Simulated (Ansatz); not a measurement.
Start from MgO in the rock salt structure (space group Fm-3m, No. 225; a = 4.214 Å).

One thing is altered: Sr takes the place of Mg on all its sites, then cell and atoms are relaxed.

All numbers come from PBEsol (Ansatz, an electronic-structure program), scalar-relativistic without spin-orbit coupling.

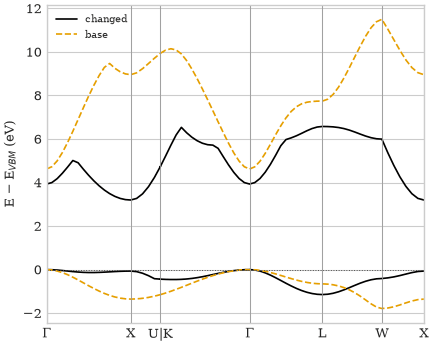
Figure. Highest valence and lowest conduction band along the path, each from its own valence-band maximum

From the figure, how large is the changed gap, and is it direct?

About 3.2 eV, indirect, Γ → X.

Stability against distortions was not tested.
